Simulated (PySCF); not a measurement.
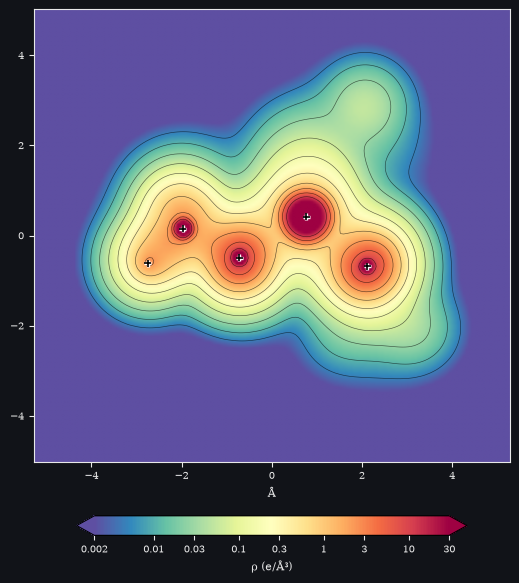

The total electron density on a plane through atoms (crosses mark nuclei in the plane).

All numbers below come from PBE0/def2-SVPD, SCF density, gas phase (PySCF).

Candidates:
A. C₄H₁₂AlF₂NO (SMILES C[N+](C)([AlH3-])COC(F)F)
B. C₃H₉ClGeO₃ (SMILES C[O][Ge]([Cl])([O]C)[O]C)

Which system is this?

Answer. Candidate B: C₃H₉ClGeO₃ on the plane of atoms Ge1, O3 and C4, which holds Ge, O, C and H. C–O (1.41 Å): ρ at the midpoint is about 2 e/Å³, with its minimum of 1.7 e/Å³ about 0.5 Å from C. Ge–O (1.74 Å): the density is about 1 e/Å³ at the midpoint.
